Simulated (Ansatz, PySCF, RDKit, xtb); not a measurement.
# Solving GeSi2H7Cl, step by step, part 2 of 2

Given the formula GeSi2H7Cl and nothing else, which arrangement of the atoms is the most stable in the gas at 400 K, and what are its properties?

xtb, Ansatz and PySCF; isolated molecules.

### 11 c009b at CCSD(T)/def2-SVP

input.yaml

```yaml
crystal:
  periodic: [false, false, false]
  atoms:
    - symbol: Cl
      position_ang: [-2.947904, 1.038867, 1.511164]
    - symbol: Ge
      position_ang: [-0.529931, 0.214171, -1.121537]
    - symbol: Si
      position_ang: [0.979321, -1.496290, -1.815486]
    - symbol: Si
      position_ang: [-1.636434, -0.447605, 0.877804]
    - symbol: H
      position_ang: [1.985893, -1.737981, -0.740340]
    - symbol: H
      position_ang: [0.221573, -2.758372, -2.061905]
    - symbol: H
      position_ang: [1.684097, -1.093781, -3.067246]
    - symbol: H
      position_ang: [0.230982, 1.524558, -0.856753]
    - symbol: H
      position_ang: [-1.585677, 0.470570, -2.210561]
    - symbol: H
      position_ang: [-0.659114, -0.679428, 1.978596]
    - symbol: H
      position_ang: [-2.435880, -1.686680, 0.662803]
basis:
  gaussian:
    orbitals: def2-SVP
correlation:
  method: ccsd_t
  frozen_orbitals: {Ge: 9, H: 0, Si: 5, Cl: 5}
```

Run with:

```console
$ ansatz run input.yaml --threads 2 --pin off --max-ram 4350MiB --events-out events.jsonl --progress --plain --runs-dir runs
```

Standard output, shortened:

```text
Warning: RAYON_NUM_THREADS=2 ignored (pool sized by the plan → 2); use --threads N
Functional definition: HF
  name "HF"
[...]
1167 factors; integrals over basis functions are off by at most 1.4e-3 eV
[...]
mean field -84797.84023439 eV, -3116.2631505732 hartree, gradient 1.5e-6 eV, S^2 0.000000; 0 other end points of the search recorded, 0 dependent functions left out
24 core orbitals not correlated: weight in the atoms' cores, before any rotation towards them, 1.000 or more for the frozen orbitals, at most 0.000 for the correlated occupied ones
reference -84797.84023439 eV, -3116.2631505732 hartree; 18, 18 occupied and 79, 79 virtual orbitals, 1167 factors
second order -15.46246318 eV of doubles, -0.00000000 eV of singles
cycle   1  -16.45184578 eV  change   -9.9e-1 eV  update   1.0e-1
[...]
cycle   8  -17.10338101 eV  change   -1.7e-5 eV  update   2.4e-5
perturbative correction -0.44910133 eV, -0.0165041696 hartree
Total energy: -84815.39271673 eV, -3116.9081924019 hartree
```

It took 11 s on 2 threads of Intel Xeon Platinum 8375C at 2.90GHz (Ice Lake), shared host; peak memory 0.57 GiB.

### 12 The ranking

Energies in kcal/mol from c009a; G adds the thermal terms to the CCSD(T)/def2-SVP + MP2/def2-TZVPP - MP2/def2-SVP energy. The columns left of the relaxed level are at the tight-binding geometries.

| label | SMILES | spin | GFN2-xTB | HF/STO-3G | r2SCAN-D4/def2-SVP | PBE0-D3(BJ)/pcseg-1 | HF/def2-SVP | MP2/def2-SVP | CCSD(T)/def2-SVP + MP2/def2-TZVPP - MP2/def2-SVP | G | share at equilibrium | T1 |
| --- | --- | --- | --- | --- | --- | --- | --- | --- | --- | --- | --- | --- |
| c009a | [SiH3][GeH2][SiH2]Cl | singlet | 0.0 | 0.0 | 0.0 | 0.0 | 0.0 | 0.0 | 0.0 | 0.0 | 73.7 % | 0.010 |
| c009b | [SiH3][GeH2][SiH2]Cl | singlet | 1.1 | -0.6 | -0.4 | 0.3 | 0.5 | 0.6 | 0.3 | 0.9 | 25.3 % | 0.010 |
| c173a | Cl[SiH2][SiH2][GeH3] | singlet | 13.7 | 1.7 | 2.8 | 2.4 | 3.2 | 3.4 | 3.6 | 3.6 | 0.8 % | 0.011 |
| c173b | Cl[SiH2][SiH2][GeH3] | singlet | 13.4 | 2.1 | 3.6 | 2.6 | 3.8 | 4.1 | 3.9 | 4.5 | 0.3 % | 0.011 |

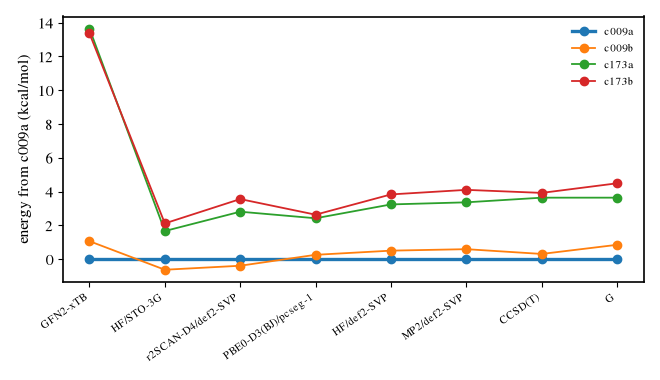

The finalists at each level, measured from c009a.

Lowest found: c009a, `[SiH3][GeH2][SiH2]Cl`, a singlet of point group C1. Bond lengths: Ge2–Si3 2.382 Å, Cl1–Si4 2.084 Å, Ge2–Si4 2.380 Å, Si3–H5 1.492 Å, Si3–H6 1.490 Å, Si3–H7 1.492 Å, Ge2–H8 1.539 Å, Ge2–H9 1.541 Å, Si4–H10 1.490 Å, Si4–H11 1.490 Å. Some angles: Si3–Ge2–Si4 109.8°, Cl1–Si4–Ge2 108.4°, Ge2–Si3–H5 110.1°, Ge2–Si3–H6 109.4°, Ge2–Si3–H7 109.1°, Si3–Ge2–H8 110.8°, Si3–Ge2–H9 110.8°, Si4–Ge2–H8 108.8°, Si4–Ge2–H9 108.2°, Cl1–Si4–H10 107.3°.

```xyz
11

Cl   -0.2778    0.4078    1.7356
Ge   -0.1843   -0.2117   -1.8342
Si   -1.5511   -2.1282   -1.4696
Si    1.0533    0.2818    0.1377
H    -2.2659   -2.4955   -2.7269
H    -2.5451   -1.8318   -0.3993
H    -0.6879   -3.2689   -1.0442
H    -1.0432    1.0114   -2.1998
H     0.8146   -0.4626   -2.9807
H     1.7797    1.5803    0.0613
H     2.0201   -0.8076    0.4528
```

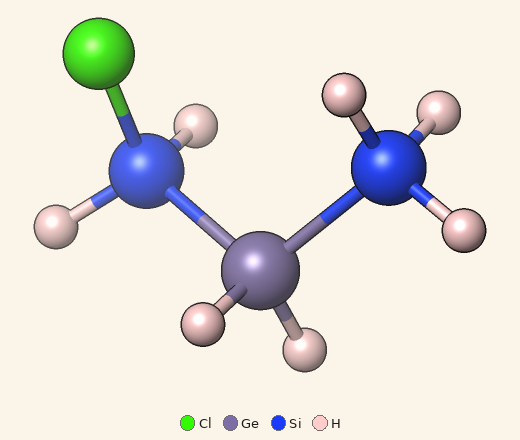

The lowest structure found, seen from a chosen angle (chlorine green, germanium purple, silicon blue, hydrogen pink).

### 13 Density, orbitals and dipole (PBE0/def2-TZVPD)

input.yaml

```yaml
crystal:
  periodic: [false, false, false]
  atoms:
    - {symbol: Cl, position_ang: [-0.277786, 0.407828, 1.735615]}
    - {symbol: Ge, position_ang: [-0.184345, -0.211727, -1.834240]}
    - {symbol: Si, position_ang: [-1.551052, -2.128182, -1.469552]}
    - {symbol: Si, position_ang: [1.053349, 0.281808, 0.137728]}
    - {symbol: H, position_ang: [-2.265853, -2.495514, -2.726946]}
    - {symbol: H, position_ang: [-2.545143, -1.831850, -0.399269]}
    - {symbol: H, position_ang: [-0.687945, -3.268860, -1.044248]}
    - {symbol: H, position_ang: [-1.043191, 1.011352, -2.199829]}
    - {symbol: H, position_ang: [0.814570, -0.462643, -2.980695]}
    - {symbol: H, position_ang: [1.779720, 1.580334, 0.061260]}
    - {symbol: H, position_ang: [2.020146, -0.807566, 0.452800]}
basis:
  gaussian: {orbitals: def2-TZVPD}
hamiltonian: {xc: pbe0}
output: {forces: true, orbitals: {seedname: orbitals}}
```

Run with:

```console
$ ansatz run input.yaml --threads 2 --pin off --max-ram 4350MiB --events-out events.jsonl --progress --plain --runs-dir runs
```

Standard output, shortened:

```text
Warning: RAYON_NUM_THREADS=2 ignored (pool sized by the plan → 2); use --threads N
[... 2 set-up lines as earlier in the session ...]
[...]
1683 factors; their error is unknown
[...]
mean field -84894.54310600 eV, -3119.8169155575 hartree, gradient 3.4e-5 eV, S^2 0.000000; 0 other end points of the search recorded, 0 dependent functions left out
[...]
reference -84894.54315573 eV, -3119.8169173851 hartree; 42, 42 occupied and 207, 207 virtual orbitals, 1683 factors
[...]
Atom 6 at    -0.687945    -3.268860    -1.044248 Å, force    -0.074404     0.068740    -0.029051 eV/Å
Atom 7 at    -1.043191     1.011352    -2.199829 Å, force    -0.003382     0.004787    -0.016131 eV/Å
Atom 8 at     0.814570    -0.462643    -2.980695 Å, force    -0.005134     0.002814    -0.015385 eV/Å
Atom 9 at     1.779720     1.580334     0.061260 Å, force    -0.042430    -0.092309     0.013422 eV/Å
Atom 10 at     2.020146    -0.807566     0.452800 Å, force    -0.058761     0.084214    -0.014287 eV/Å
Dipole moment:     0.111525    -0.059289    -0.264436 e Å
```

Wall time 10 s (2 threads of Intel Xeon Platinum 8375C at 2.90GHz (Ice Lake), shared host); peak memory 0.99 GiB.

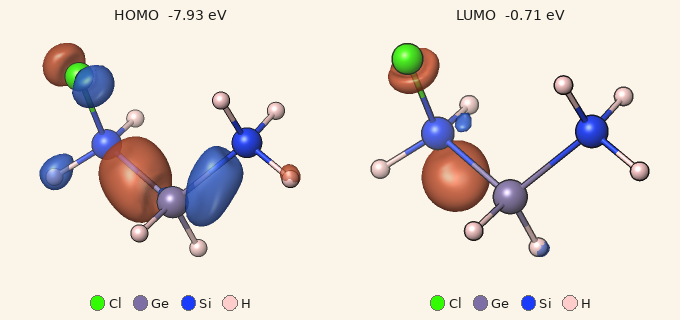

Frontier orbitals of this run, surfaces at ±0.2 Å^-3/2.

### 14 Frequencies after a tight-binding relaxation (GFN2-xTB)

start.xyz

```xyz
11
c009a
Cl    -0.277786     0.407828     1.735615
Ge    -0.184345    -0.211727    -1.834240
Si    -1.551052    -2.128182    -1.469552
Si     1.053349     0.281808     0.137728
H     -2.265853    -2.495514    -2.726946
H     -2.545143    -1.831850    -0.399269
H     -0.687945    -3.268860    -1.044248
H     -1.043191     1.011352    -2.199829
H      0.814570    -0.462643    -2.980695
H      1.779720     1.580334     0.061260
H      2.020146    -0.807566     0.452800
```

Run with:

```console
$ xtb start.xyz --gfn 2 --ohess tight
```

Standard output, shortened:

```text
[...]
         ::                     SUMMARY                     ::
         :::::::::::::::::::::::::::::::::::::::::::::::::::::
         :: total energy             -13.557560260157 Eh    ::
         :: gradient norm              0.000236912660 Eh/a0 ::
         :: HOMO-LUMO gap              4.372739530588 eV    ::
         ::.................................................::
         :: SCC energy               -13.631537432297 Eh    ::
         :: -> isotropic ES            0.027960943100 Eh    ::
         :: -> anisotropic ES          0.001304627344 Eh    ::
         :: -> anisotropic XC          0.004147802125 Eh    ::
         :: -> dispersion             -0.008504239378 Eh    ::
         :: repulsion energy           0.073977172140 Eh    ::
         :: add. restraining           0.000000000000 Eh    ::
         :: total charge               0.000000000000 e     ::
         :::::::::::::::::::::::::::::::::::::::::::::::::::::
[...]
          | TOTAL ENERGY              -13.557560260168 Eh   |
          | TOTAL ENTHALPY            -13.491374551180 Eh   |
          | TOTAL FREE ENERGY         -13.537229577209 Eh   |
          | GRADIENT NORM               0.000236817375 Eh/α |
[...]
```

Run time: 0.42 s. Hardware: 2 threads of Intel Xeon Platinum 8375C at 2.90GHz (Ice Lake), shared host; peak memory 0.54 GiB.

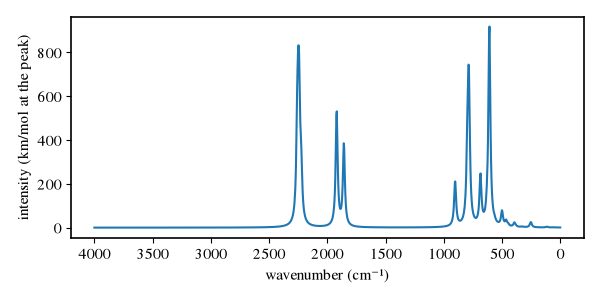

Harmonic infrared spectrum, unscaled, lines broadened by 10 cm⁻¹.

### 15 Electronic excitations (TD-PBE0/def2-SVPD)

An in-house driver calls PySCF's response routines at TD-PBE0/def2-SVPD; it has no typed input.

Standard output:

```text
coarse grid: 43864 points
cycle   1  E = -3119.1796861868  dE = -7.159e-01  |g| = 3.842e-01  |ddm| = 3.499e+00
cycle   2  E = -3119.1740389331  dE =  5.647e-03  |g| = 4.183e-01  |ddm| = 8.224e-01
cycle   3  E = -3119.2030785024  dE = -2.904e-02  |g| = 2.510e-02  |ddm| = 4.650e-01
cycle   4  E = -3119.2032647622  dE = -1.863e-04  |g| = 9.556e-03  |ddm| = 5.783e-02
cycle   5  E = -3119.2032966276  dE = -3.187e-05  |g| = 1.942e-03  |ddm| = 1.963e-02
cycle   6  E = -3119.2032975931  dE = -9.656e-07  |g| = 4.582e-04  |ddm| = 3.840e-03
final grid: 86240 points
cycle   7  E = -3119.2032662763  dE = -4.965e-08  |g| = 5.608e-04  |ddm| = 3.820e-03
cycle   8  E = -3119.2032662643  dE =  1.200e-08  |g| = 6.888e-04  |ddm| = 1.575e-03
cycle   9  E = -3119.2032663475  dE = -8.319e-08  |g| = 3.715e-05  |ddm| = 7.380e-04
cycle  10  E = -3119.2032663480  dE = -4.766e-10  |g| = 2.377e-06  |ddm| = 7.289e-05
converged SCF energy = -3119.2032663480

Static polarisability (au): isotropic 107.539, principal 90.606 106.855 125.155

Singlet excitations
state   eV       nm        f      main configurations
  1   6.0735    204.1   0.01633   H->L 0.93
  2   6.7423    183.9   0.02045   H-1->L 0.38, H->L+1 0.36, H->L+2 0.20
  3   6.8103    182.1   0.00738   H->L+2 0.39, H-1->L 0.34, H-2->L 0.15
  4   6.9100    179.4   0.17679   H->L+2 0.37, H->L+1 0.29, H-2->L 0.24
  5   6.9850    177.5   0.01786   H->L+3 0.69, H-2->L 0.15
  6   7.0495    175.9   0.27415   H-2->L 0.39, H->L+1 0.21, H-1->L 0.21
  7   7.2689    170.6   0.00570   H->L+4 0.69, H-1->L+2 0.12
  8   7.3512    168.7   0.01607   H-1->L+1 0.65, H->L+4 0.13

Triplet excitations (Tamm-Dancoff, eV): 5.4782 5.9306 6.2997
```

Wall time 14 s (2 threads of Intel Xeon Platinum 8375C at 2.90GHz (Ice Lake), shared host); peak memory 0.7 GiB.

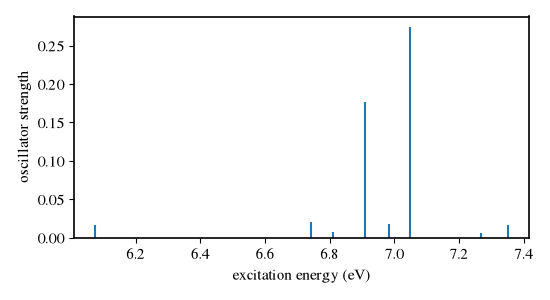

Vertical excitations as sticks.

The roots found:

| excited state | energy (eV) | strength |
| --- | --- | --- |
| 1 | 6.074 | 0.0163 |
| 2 | 6.742 | 0.0204 |
| 3 | 6.810 | 0.0074 |
| 4 | 6.910 | 0.1768 |
| 5 | 6.985 | 0.0179 |
| 6 | 7.050 | 0.2742 |
| 7 | 7.269 | 0.0057 |
| 8 | 7.351 | 0.0161 |

### 16 NMR shieldings (GIAO PBE0/pcSseg-1)

An in-house driver calls PySCF's response routines at GIAO PBE0/pcSseg-1; it has no typed input.

Standard output:

```text
coarse grid: 43864 points
cycle   1  E = -3119.4710156733  dE = -7.655e-01  |g| = 8.474e-01  |ddm| = 3.062e+00
cycle   2  E = -3119.4544462284  dE =  1.657e-02  |g| = 8.329e-01  |ddm| = 9.407e-01
cycle   3  E = -3119.5196058245  dE = -6.516e-02  |g| = 8.386e-02  |ddm| = 6.245e-01
cycle   4  E = -3119.5206748353  dE = -1.069e-03  |g| = 1.308e-02  |ddm| = 9.837e-02
cycle   5  E = -3119.5207286328  dE = -5.380e-05  |g| = 1.800e-03  |ddm| = 2.195e-02
cycle   6  E = -3119.5207296279  dE = -9.951e-07  |g| = 6.840e-04  |ddm| = 3.418e-03
final grid: 86240 points
cycle   7  E = -3119.5207152819  dE = -2.533e-09  |g| = 7.963e-04  |ddm| = 1.901e-03
cycle   8  E = -3119.5207152379  dE =  4.396e-08  |g| = 9.441e-04  |ddm| = 1.843e-03
cycle   9  E = -3119.5207154322  dE = -1.943e-07  |g| = 4.110e-05  |ddm| = 9.602e-04
cycle  10  E = -3119.5207154325  dE = -2.924e-10  |g| = 4.839e-06  |ddm| = 4.378e-05
converged SCF energy = -3119.5207154325

GIAO shielding tensors (ppm)
atom      isotropic    diamagn.    paramagn.     s11        s22        s33       span
  0 Cl    1032.820    1149.203    -116.383    980.663   1049.791   1068.007     87.344
  1 Ge    1690.120    2761.406   -1071.287   1676.918   1681.139   1712.301     35.383
  2 Si     454.444     879.064    -424.620    447.588    453.365    462.378     14.790
  3 Si     361.461     878.067    -516.606    292.635    356.386    435.363    142.728
  4 H       27.485      27.232       0.253     23.610     24.967     33.878     10.268
  5 H       27.403      27.776      -0.373     23.286     26.310     32.614      9.328
  6 H       27.576      27.718      -0.143     23.873     25.499     33.355      9.483
  7 H       27.755      30.090      -2.335     21.690     22.444     39.130     17.439
  8 H       27.888      29.687      -1.799     21.651     22.185     39.828     18.177
  9 H       25.716      27.553      -1.837     21.132     24.553     31.463     10.330
 10 H       25.888      27.946      -2.058     21.672     24.706     31.287      9.615
```

Run time: 10 s. Hardware: 2 threads of Intel Xeon Platinum 8375C at 2.90GHz (Ice Lake), shared host; peak memory 0.98 GiB.

Isotropic shieldings, averaged over atoms that the bond graph makes equivalent (absolute, not shifts):

| atoms | shielding (ppm) |
| --- | --- |
| Cl1 | 1032.8 |
| Ge2 | 1690.1 |
| Si3 | 454.4 |
| Si4 | 361.5 |
| H5, H6, H7 | 27.49 |
| H8, H9 | 27.82 |
| H10, H11 | 25.80 |

### 17 The cation at the same geometry (PBE0/def2-TZVPD)

input.yaml

```yaml
crystal:
  periodic: [false, false, false]
  atoms:
    - symbol: Cl
      position_ang: [-0.277786, 0.407828, 1.735615]
    - symbol: Ge
      position_ang: [-0.184345, -0.211727, -1.834240]
    - symbol: Si
      position_ang: [-1.551052, -2.128182, -1.469552]
    - symbol: Si
      position_ang: [1.053349, 0.281808, 0.137728]
    - symbol: H
      position_ang: [-2.265853, -2.495514, -2.726946]
    - symbol: H
      position_ang: [-2.545143, -1.831850, -0.399269]
    - symbol: H
      position_ang: [-0.687945, -3.268860, -1.044248]
    - symbol: H
      position_ang: [-1.043191, 1.011352, -2.199829]
    - symbol: H
      position_ang: [0.814570, -0.462643, -2.980695]
    - symbol: H
      position_ang: [1.779720, 1.580334, 0.061260]
    - symbol: H
      position_ang: [2.020146, -0.807566, 0.452800]
basis:
  gaussian: {orbitals: def2-TZVPD}
hamiltonian: {xc: {name: PBE0}}
total_charge: 1
magnetization: {spin_polarized: true, initial_magnetization: 1}
```

Run with:

```console
$ ansatz run input.yaml --threads 2 --pin off --max-ram 4350MiB --events-out events.jsonl --progress --plain --runs-dir runs
```

Standard output, shortened:

```text
Warning: RAYON_NUM_THREADS=2 ignored (pool sized by the plan → 2); use --threads N
[... 2 set-up lines as earlier in the session ...]
[...]
1683 factors; their error is unknown
[...]
mean field -84884.87061570 eV, -3119.4614580952 hartree, gradient 1.4e-5 eV, S^2 0.756715; 4 other end points of the search recorded, 0 dependent functions left out
reference -84884.87066469 eV, -3119.4614598955 hartree; 42, 41 occupied and 207, 208 virtual orbitals, 1683 factors
Total energy: -84884.87066469 eV, -3119.4614598955 hartree
```

It took 26 s on 2 threads of Intel Xeon Platinum 8375C at 2.90GHz (Ice Lake), shared host; peak memory 1.3 GiB.

Difference from the parent: 9.67 eV.

### 18 The anion at the same geometry (PBE0/def2-TZVPD)

input.yaml

```yaml
basis:
  gaussian:
    orbitals: def2-TZVPD
crystal:
  periodic: [false, false, false]
  atoms:
    - {symbol: Cl, position_ang: [-0.277786, 0.407828, 1.735615]}
    - {symbol: Ge, position_ang: [-0.184345, -0.211727, -1.834240]}
    - {symbol: Si, position_ang: [-1.551052, -2.128182, -1.469552]}
    - {symbol: Si, position_ang: [1.053349, 0.281808, 0.137728]}
    - {symbol: H, position_ang: [-2.265853, -2.495514, -2.726946]}
    - {symbol: H, position_ang: [-2.545143, -1.831850, -0.399269]}
    - {symbol: H, position_ang: [-0.687945, -3.268860, -1.044248]}
    - {symbol: H, position_ang: [-1.043191, 1.011352, -2.199829]}
    - {symbol: H, position_ang: [0.814570, -0.462643, -2.980695]}
    - {symbol: H, position_ang: [1.779720, 1.580334, 0.061260]}
    - {symbol: H, position_ang: [2.020146, -0.807566, 0.452800]}
total_charge: -1
magnetization:
  spin_polarized: true
  initial_magnetization: 1
hamiltonian:
  xc: {name: PBE0}
scf:
  lower_state_search: off
```

Run with:

```console
$ ansatz run input.yaml --threads 2 --pin off --max-ram 4350MiB --events-out events.jsonl --progress --plain --runs-dir runs
```

Standard output, shortened:

```text
Warning: RAYON_NUM_THREADS=2 ignored (pool sized by the plan → 2); use --threads N
[... 2 set-up lines as earlier in the session ...]
[...]
1683 factors; their error is unknown
[...]
mean field -84893.97712296 eV, -3119.7961160643 hartree, gradient 2.6e-6 eV, S^2 0.752368; 0 other end points of the search recorded, 0 dependent functions left out
reference -84893.97717664 eV, -3119.7961180370 hartree; 43, 42 occupied and 206, 207 virtual orbitals, 1683 factors
Total energy: -84893.97717664 eV, -3119.7961180370 hartree
Checks for a lower state left out: stability, starts, cluster_reference, orbital_swaps, neighbouring_geometries, increment
```

Run time: 16 s. Hardware: 2 threads of Intel Xeon Platinum 8375C at 2.90GHz (Ice Lake), shared host; peak memory 1.1 GiB.

Parent less the species with the added electron: -0.57 eV. The extra electron isn't bound at this geometry, so the number measures the basis, not the molecule.

### 19 The triplet at the same geometry (PBE0/def2-TZVPD)

input.yaml

```yaml
crystal:
  periodic: [false, false, false]
  atoms:
    - symbol: Cl
      position_ang: [-0.277786, 0.407828, 1.735615]
    - symbol: Ge
      position_ang: [-0.184345, -0.211727, -1.834240]
    - symbol: Si
      position_ang: [-1.551052, -2.128182, -1.469552]
    - symbol: Si
      position_ang: [1.053349, 0.281808, 0.137728]
    - symbol: H
      position_ang: [-2.265853, -2.495514, -2.726946]
    - symbol: H
      position_ang: [-2.545143, -1.831850, -0.399269]
    - symbol: H
      position_ang: [-0.687945, -3.268860, -1.044248]
    - symbol: H
      position_ang: [-1.043191, 1.011352, -2.199829]
    - symbol: H
      position_ang: [0.814570, -0.462643, -2.980695]
    - symbol: H
      position_ang: [1.779720, 1.580334, 0.061260]
    - symbol: H
      position_ang: [2.020146, -0.807566, 0.452800]
basis:
  gaussian:
    orbitals: def2-TZVPD
magnetization:
  spin_polarized: true
  initial_magnetization: 2
hamiltonian:
  xc: {name: PBE0}
```

Run with:

```console
$ ansatz run input.yaml --threads 2 --pin off --max-ram 4350MiB --events-out events.jsonl --progress --plain --runs-dir runs
```

Standard output, shortened:

```text
Warning: RAYON_NUM_THREADS=2 ignored (pool sized by the plan → 2); use --threads N
[... 2 set-up lines as earlier in the session ...]
[...]
1683 factors; their error is unknown
[...]
mean field -84889.12513209 eV, -3119.6178086887 hartree, gradient 1.0e-5 eV, S^2 2.006502; 6 other end points of the search recorded, 0 dependent functions left out
reference -84889.12519480 eV, -3119.6178109930 hartree; 43, 41 occupied and 206, 208 virtual orbitals, 1683 factors
Total energy: -84889.12519480 eV, -3119.6178109930 hartree
```

It took 32 s on 2 threads of Intel Xeon Platinum 8375C at 2.90GHz (Ice Lake), shared host; peak memory 1.3 GiB.

It lies 5.42 eV above the singlet.

### 20 Summary of results

This closing draws on all 2 parts.

```
                                                      quantity                                                                     value
                                        lowest structure found                                         [SiH3][GeH2][SiH2]Cl, singlet, C1
                                                 next finalist                   [SiH3][GeH2][SiH2]Cl, singlet, 0.8 kcal/mol higher in G
                     share at equilibrium, among the finalists                                                                    73.7 %
                                                        funnel  24 starts, 24 minima at GFN2-xTB, 12 screening runs, 6 relaxed, 4 ranked
                                          CPU time of all runs                                                                    49 min
harmonic wavenumbers, lowest and highest (PBE0-D3(BJ)/pcseg-1)                                                          28 and 2266 cm⁻¹
                           rotational constants, same geometry                                            0.09203, 0.03694, 0.02873 cm⁻¹
                               dipole moment (PBE0/def2-TZVPD)                                                                    1.41 D
                                 HOMO energy (PBE0/def2-TZVPD)                                                                  -7.93 eV
                                 LUMO energy (PBE0/def2-TZVPD)                                                                  -0.71 eV
                               HOMO–LUMO gap (PBE0/def2-TZVPD)                                                                   7.22 eV
                         lowest excitation (TD-PBE0/def2-SVPD)                                                       6.07 eV (f = 0.016)
                  strongest of the states computed, same level                                                       7.05 eV (f = 0.274)
           lowest triplet excitation, same level, Tamm-Dancoff                                                                   5.48 eV
                                    vertical ionisation energy                                                                   9.67 eV
                                    vertical electron affinity                        -0.57 eV (unbound: the value depends on the basis)
                                 vertical triplet less singlet                                                                  +5.42 eV
```

In words: `[SiH3][GeH2][SiH2]Cl` comes out lowest. The next finalist is drawn with the same bonds. At 0.8 kcal/mol the two aren't resolved. HF/STO-3G, r2SCAN-D4/def2-SVP, PBE0-D3(BJ)/pcseg-1, HF/def2-SVP and MP2/def2-SVP already put its bonding pattern lowest among the structures in one piece; GFN2-xTB favours the singlet [SiH3][GeH]([SiH3])[Cl] (c412a, not a finalist). The largest share of the time went into the vibrations (44 %). The search is not exhaustive (a finite list of starts, one conformer a finalist), so a lower isomer can't be ruled out. Patterns outside the rules of the enumeration were met only by chance. The lowest isomer need not be the one that is made and kept in a bottle, which depends on barriers.
